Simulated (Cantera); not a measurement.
Charge: 1 mol B, 0.77 mol NH₃, 17 mol H₂O, equilibrated at 1.05 Torr.

Cantera equilibrium calculation (NASA polynomials, part measured and part estimated; ideal gas, pure solids and liquids). Candidate condensed phases: B, BN, B₂O₃, B₃O₃H₃, H₂O; 39 gas species. Gases not in the tables: H₃BO₃. Equilibrium is a limit: real reactors are often held back by kinetics, nucleation or transport.

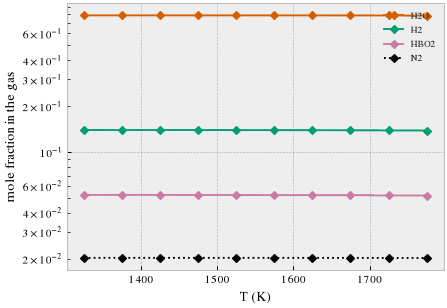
*Equilibrium gas composition (values under 1e-9 drawn at 1e-9)*

Task: Read off the mole fractions at 1375 K.

Result: H₂O about 0.79, H₂ about 0.14, HBO₂ about 0.052, N₂ about 0.020.
